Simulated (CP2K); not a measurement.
Phosphoric acid has these distinct O atoms: O1 (bonded to P and H) and O5 (bonded to P).

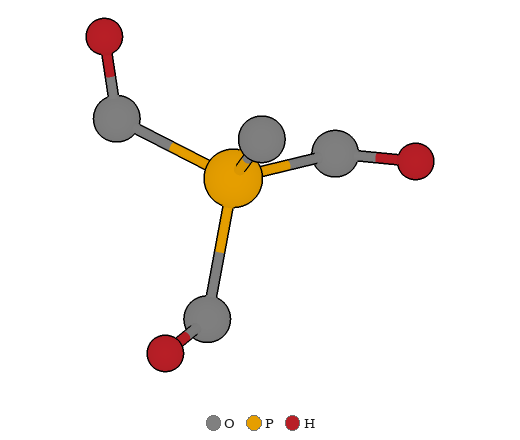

The molecule (oxygen grey, phosphorus orange, hydrogen red).

```xyz
8

O    -0.9404   -0.9070   -0.8154
P    -0.0834    0.0853    0.0950
O     0.9866   -0.9059    0.7484
O     0.8047    0.8401   -0.9977
O    -0.8474    0.9319    1.0236
H    -1.7980   -0.5086   -1.0496
H     0.6959   -1.1979    1.6310
H     1.1820    1.6621   -0.6353
```

Their partial O K spectra (CP2K XAS_TDP, all-electron GAPW, PBEh(45%), aug-cc-pVDZ, TDA, GW2X-corrected core level, no relativity) are given in random order, each times the number of alike atoms.

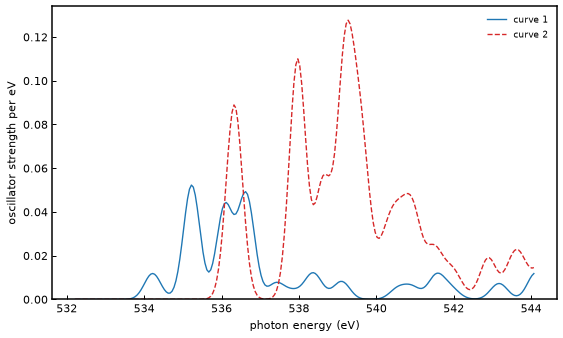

Gaussian full width 0.5 eV, oscillator strength per eV, alike atoms added, rows of zeros left out.

Question: Which curve belongs to which atom?

Curve 1: O5 (bonded to P), leading line at 535.23 eV (f = 0.028 an atom), ionisation energy 536.84 eV, term value 1.61 eV. Curve 2: O1 (bonded to P and H), leading line at 536.33 eV (f = 0.016 an atom), ionisation energy 539.90 eV, term value 3.57 eV. The leading line of an atom is its first one with 35 % of the strongest within 2.5 eV of its lowest line over the strength cut. A line lies at the core ionisation energy, which rises as an atom loses charge to its neighbours or to a π system, less the term value, which is large for a low π* or σ* orbital with weight on that atom.

[Banner, clock and machine lines of the logs are left out without a mark of their own.]

[Logs are printed without paths, hosts, clocks, repeated set-up lines and the standing remarks that a program may print on its own settings, such as how far it seeks lower states.]

[Hosts, paths, dates, database ids (printed as entryN), source tags and the programs' standing remarks are cut or masked in the printed files.]
